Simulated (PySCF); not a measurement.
# GeH2ClO (SMILES [O][GeH2][Cl]) at UMP2/cc-pVDZ-DK (sfX2C)

What is the electrostatic solvation energy at fixed shape (ddCOSMO, cyclohexane) of GeH2ClO at UMP2/cc-pVDZ-DK (sfX2C)? The job is set up through a Python script.

The calculation is run with PySCF 2.14.0.

5 further runs of the same task are left out: 4 that didn't finish, 1 set aside as unsound or not needed.

## (1) The structure to begin with

The species is GeH2ClO (5 atoms), meant as a doublet with charge 0. SMILES: `[O][GeH2][Cl]`. The shape is that of a PBE0-D4/def2-TZVP optimisation.

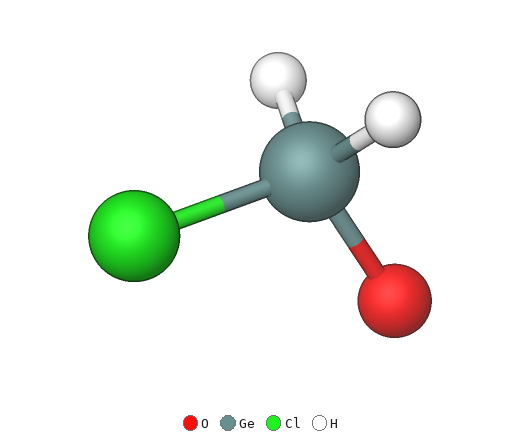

Viewed from a chosen angle; oxygen red, germanium teal, chlorine green, hydrogen white.

## (2) The energy at UMP2/cc-pVDZ-DK (sfX2C)

The input, job.py:

```python
from pyscf import gto, scf, mp

mol = gto.M(
    atom='''
O       -0.272400      -0.591800       1.625500
Ge       0.123700      -0.081200      -0.034500
Cl      -1.347100       1.290100      -0.778900
H        0.081000      -1.343800      -0.899000
H        1.464600       0.653000       0.045400
''',
    spin=1,
    max_memory=1860,
    verbose=4,
    basis='cc-pvdz-dk',
    charge=0,
)

calc0 = scf.UHF(mol)
calc0 = calc0.sfx2c1e()
calc0.max_cycle = 100
calc0.kernel()
if not calc0.converged:
    calc0 = calc0.newton().run(calc0.mo_coeff, calc0.mo_occ)

pt = mp.MP2(calc0).run()
energy = pt.e_tot
print('Final energy', energy)
```

Started as:

```bash
OMP_NUM_THREADS=1 python job.py
```

What it wrote:

```text
PySCF version 2.14.0

[... 101 lines left out ...]
converged SCF energy = -2634.00489476595  <S^2> = 0.75713642  2S+1 = 2.0071237
[... 1 line left out ...]
******** <class 'pyscf.mp.ump2.UMP2'> ********
nocc = (np.int64(30), np.int64(29)), nmo = (69, 69)
E(UMP2) = -2634.41349756015  E_corr = -0.408602794207593
E(SCS-UMP2) = -2634.40397833836  E_corr = -0.399083572408371
E_corr(same-spin) = -0.105276669970086
E_corr(oppo-spin) = -0.303326124237508
Final energy -2634.4134975601546
```

Wall time 2.7 s (1 thread of Arm Neoverse V1, shared host); peak memory 0.2 GiB.

## (3) The energy at UMP2/cc-pVDZ-DK (sfX2C, ddCOSMO cyclohexane)

The input, calc.py:

```python
from pyscf import gto, scf, mp, solvent

system = gto.M(
    atom='''
O     -0.272400    -0.591800     1.625500
Ge     0.123700    -0.081200    -0.034500
Cl    -1.347100     1.290100    -0.778900
H      0.081000    -1.343800    -0.899000
H      1.464600     0.653000     0.045400
''',
    basis='cc-pvdz-dk',
    max_memory=1860,
    verbose=4,
    spin=1,
)

mf = scf.UHF(system)
mf = mf.x2c()
mf = mf.ddCOSMO()
mf.with_solvent.eps = 2.0165  # cyclohexane
mf.max_cycle = 100
mf.kernel()
if not mf.converged:
    mf = mf.newton().run(mf.mo_coeff, mf.mo_occ)

pt = mp.MP2(mf).run()
energy = pt.e_tot
print('E = %.10f Eh' % energy)
```

Started as:

```bash
OMP_NUM_THREADS=1 python calc.py
```

What it wrote:

```text
PySCF version 2.14.0

[... 57 lines left out ...]
Solvent Energy = -0.000115417672750191
[... 11 lines left out ...]
Solvent Energy = -0.0021765628773046
[... 11 lines left out ...]
Solvent Energy = -0.00372587349208511
[... 11 lines left out ...]
Solvent Energy = -0.00363619082343478
[... 11 lines left out ...]
Solvent Energy = -0.00364369745879421
[... 11 lines left out ...]
Solvent Energy = -0.00363561737496979
[... 11 lines left out ...]
Solvent Energy = -0.00363533082815667
[... 11 lines left out ...]
Solvent Energy = -0.00363541574931082
[... 7 lines left out ...]
converged SCF energy = -2634.00832076246  <S^2> = 0.75706012  2S+1 = 2.0070477
[... 1 line left out ...]
******** <class 'pyscf.mp.ump2.UMP2'> ********
nocc = (np.int64(30), np.int64(29)), nmo = (69, 69)
E(UMP2) = -2634.41617437593  E_corr = -0.40785361347732
E(SCS-UMP2) = -2634.4066926664  E_corr = -0.398371903946107
E_corr(same-spin) = -0.105060498723088
E_corr(oppo-spin) = -0.302793114754232
E = -2634.4161743759 Eh
```

Wall time 8.7 s (1 thread of Arm Neoverse V1, shared host); peak memory 0.25 GiB.

## (4) Outcome

At UMP2/cc-pVDZ-DK (sfX2C):

```
                                                                        quantity           value
                                                         gas phase: total energy  -2634.41350 Eh
                                 gas phase: dipole moment (Hartree–Fock density)          2.42 D
           gas phase: HOMO energy (Hartree–Fock orbitals) (highest over α and β)       -12.39 eV
            gas phase: LUMO energy (Hartree–Fock orbitals) (lowest over α and β)         1.86 eV
                                                   gas phase: correlation energy      -408.6 mEh
                                    gas phase: ⟨S²⟩ of the reference determinant           0.757
                                              ddCOSMO, cyclohexane: total energy  -2634.41617 Eh
                      ddCOSMO, cyclohexane: dipole moment (Hartree–Fock density)          2.68 D
ddCOSMO, cyclohexane: HOMO energy (Hartree–Fock orbitals) (highest over α and β)       -12.31 eV
 ddCOSMO, cyclohexane: LUMO energy (Hartree–Fock orbitals) (lowest over α and β)         1.97 eV
                                        ddCOSMO, cyclohexane: correlation energy      -407.9 mEh
                                ddCOSMO, cyclohexane: solvent term in the energy     -9.5 kJ/mol
                         ddCOSMO, cyclohexane: ⟨S²⟩ of the reference determinant           0.757
                                energy change from gas to solvent at fixed shape       -0.073 eV
```

**Reading.** The solvent model (ddCOSMO, cyclohexane) lowers the energy by 0.07 eV (−1.7 kcal/mol) at the same shape. It holds the electrostatic part alone, without cavity or dispersion terms.
